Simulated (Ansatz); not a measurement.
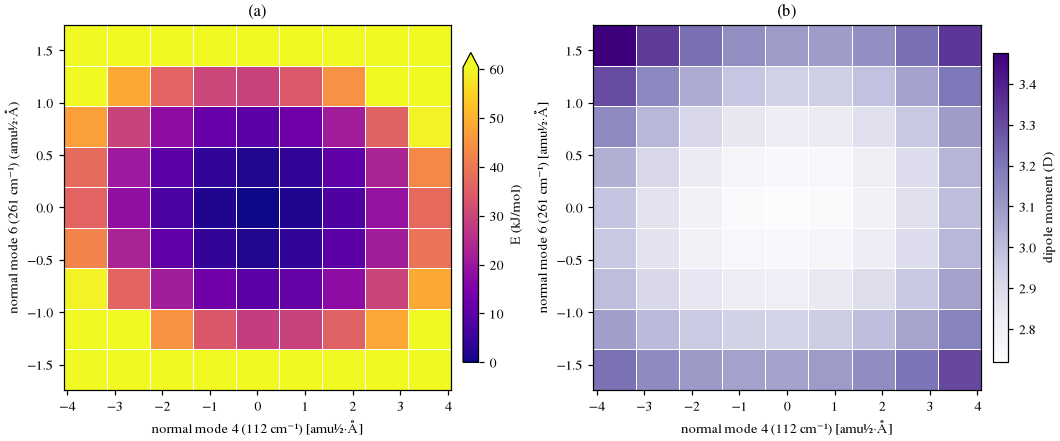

C2HCl3Sn, SMILES C#[C][Sn]([Cl])([Cl])[Cl]. The first coordinate is: normal mode 4 (112 cm⁻¹); the second: normal mode 6 (261 cm⁻¹). Nothing is relaxed (straight displacements along the two mass-weighted modes). Grid: 9 × 9 points. Points are written as (first, second). Energies: kJ/mol, counted from the lowest grid point. All numbers below come from RKS PBE0-D4/def2-SVP (Ansatz 0.2.0).

Panel (a) is the energy; panel (b) is the computed dipole moment, in D.

Drawn: one coloured cell a grid point, one colour for all values above the top of the scale.

How does the dipole moment vary over the map, and what is it at the lowest grid point?

Leaving out the highest fifth of the energies, it runs from 2.72 D at (0.00 amu½·Å, 0.00 amu½·Å) to 3.30 D at (−3.62 amu½·Å, 1.16 amu½·Å). At the lowest grid point, (0.00 amu½·Å, 0.00 amu½·Å), it is 2.72 D.

```csv
"normal mode 6 (261 cm⁻¹) ↓, normal mode 4 (112 cm⁻¹) →",−3.62,−2.72,−1.81,−0.91,0.00,0.91,1.81,2.72,3.62
1.55,3.48,3.33,3.22,3.14,3.10,3.09,3.14,3.22,3.34
1.16,3.30,3.16,3.05,2.98,2.94,2.94,2.99,3.07,3.20
0.77,3.15,3.02,2.92,2.85,2.82,2.83,2.88,2.97,3.09
0.39,3.04,2.92,2.83,2.77,2.74,2.76,2.81,2.90,3.03
0.00,2.98,2.87,2.79,2.74,2.72,2.74,2.79,2.88,3.00
−0.39,2.96,2.87,2.80,2.75,2.74,2.76,2.82,2.90,3.02
−0.77,3.00,2.92,2.86,2.82,2.82,2.84,2.89,2.97,3.08
−1.16,3.09,3.01,2.96,2.93,2.93,2.95,3.00,3.07,3.17
−1.55,3.21,3.15,3.10,3.08,3.08,3.10,3.14,3.21,3.30
```
